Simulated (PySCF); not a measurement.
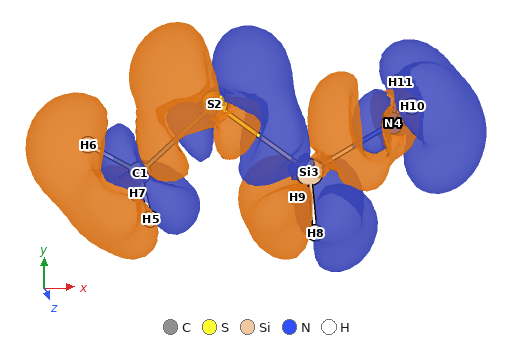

Figure. CH7NSSi, SMILES `CS[SiH2]N`. Change of the electron density in a uniform field of 0.10 V/Å, surfaces at ±0.0005 e/Å³ (orange: gain, blue: loss).

Level of theory: CAM-B3LYP/6-311+G** (PySCF), at a geometry from GFN2-xTB. No frequency check shows the geometry to be a minimum. The basis has diffuse s and p functions alone, which still leaves polarisabilities too small, most of all across bonds. GFN2-xTB bond lengths at metals and heavier atoms can be off by up to 0.1 Å and shapes distorted, which carries into these values.

Question: Along which Cartesian direction does the field point?

Answer: Along +x: electrons gather on the −x side, against the field.

Question: What dipole is induced, and what polarisability does it imply?

Answer: The induced dipole is 0.40 D (along the field); α along this axis, from the fields in both directions, is 78 bohr³ (11.6 Å³).

Question: Which atoms gain and lose the most charge?

Answer: Electrons gather most on H6 (Hirshfeld charge changes by −0.005 e) and leave N4 most (+0.004 e); 0.032 electrons are displaced in all.
